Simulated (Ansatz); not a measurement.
## Electronic structure of H7OSi3 (SMILES [SiH3][O+]1[SiH2][SiH2]1) (charge +1) in real space

Input file:

```
basis:
  gaussian: {orbitals: def2-TZVPD}
crystal:
  periodic: [false, false, false]
  atoms:
    - symbol: O
      position_ang: [-0.557464, 0.400805, -0.442035]
    - symbol: Si
      position_ang: [-0.554641, -1.239162, -1.235371]
    - symbol: Si
      position_ang: [1.169257, -0.160175, -0.264737]
    - symbol: Si
      position_ang: [-1.629757, 1.765544, -0.067874]
    - symbol: H
      position_ang: [-1.428584, -2.150958, -0.468625]
    - symbol: H
      position_ang: [-0.852880, -1.086604, -2.674479]
    - symbol: H
      position_ang: [2.053679, 0.739150, -1.034654]
    - symbol: H
      position_ang: [1.477983, -0.325261, 1.170899]
    - symbol: H
      position_ang: [-2.969097, 1.231830, -0.396173]
    - symbol: H
      position_ang: [-1.178964, 2.863705, -0.949434]
    - symbol: H
      position_ang: [-1.405132, 2.024297, 1.370502]
hamiltonian: {xc: pbe0}
output: {forces: true, orbitals: {seedname: orbitals}}
total_charge: 1
```

Command:

```sh
ansatz run input.yaml --threads 2 --pin off --max-ram 4350MiB --events-out events.jsonl --progress --plain --runs-dir runs
```

Geometry: B3LYP-D3(BJ)/def2-SVP.

The calculation used Ansatz 0.2.0, isolated molecule in a Gaussian basis; Kohn-Sham density functional theory, functional PBE0.

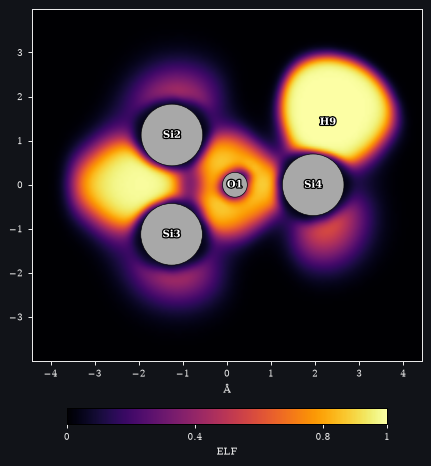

Figure 1. Electron localisation function on the plane of atoms O1, Si3 and Si2. Grey discs cover the atomic cores.

Interpret the plot.

Answer.
- The plane passes through O, Si and H nuclei.
- Si–O (1.78 Å): the ELF peaks at about 0.90 between the atoms: a polar covalent bond.
- Si–Si (2.25 Å): the ELF peaks at about 0.85 between the atoms (a covalent bond).
- Si–H (1.48 Å): the ELF climbs to about 1 towards the hydrogen, as it does in any bond to H.
- Si–O (1.82 Å): the ELF peaks at about 0.85 between the atoms (a shared but strongly polarised pair).

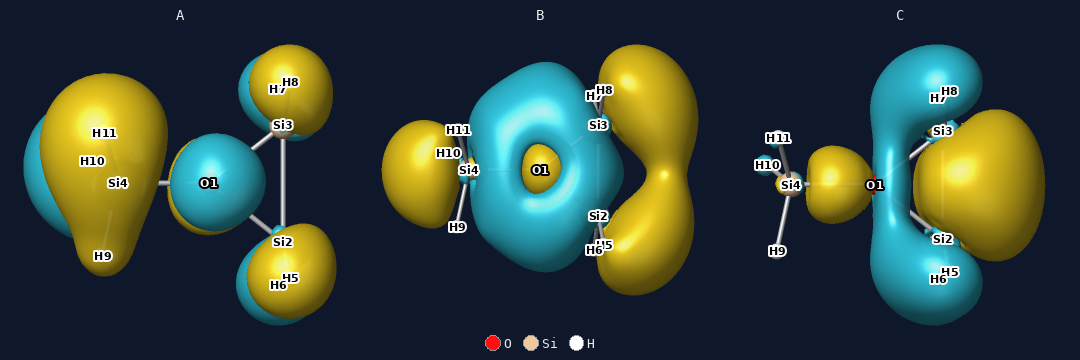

Figure 2. Three frontier orbitals at ±0.06 Å⁻³ᐟ² (yellow and cyan are the two phases), in no order.

Order the three orbitals by energy and name them.

Answer. A is the HOMO−1 (−14.03 eV). It lies mainly on Si4 (about 25 %), H10 (about 20 %), O1 (about 20 %) and H11 (about 15 %). C is the HOMO (−13.11 eV). Its weight (Hirshfeld) is mainly on Si3 (about 35 %), Si2 (about 35 %) and O1 (about 10 %). B is the LUMO (−6.16 eV). By Hirshfeld shares it lies mainly on Si3 (about 30 %), Si2 (about 25 %), Si4 (about 20 %) and O1 (about 10 %).

What is the HOMO–LUMO gap?

Answer. 6.95 eV between the orbital energies.

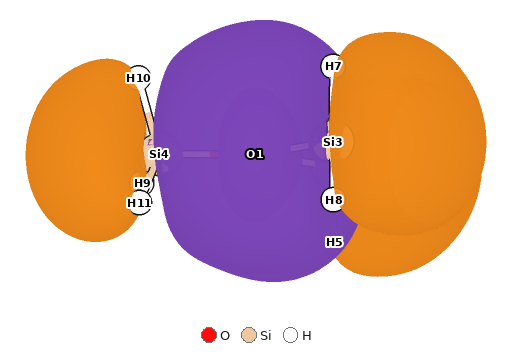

Figure 3. The LUMO at ±0.04 Å⁻³ᐟ² (orange and purple are the two phases), seen from one side.

Where does this orbital lie, and at what energy?

Answer. It lies mainly on Si3 (about 30 %), Si2 (about 25 %), Si4 (about 20 %) and O1 (about 10 %). Its energy is −6.16 eV.
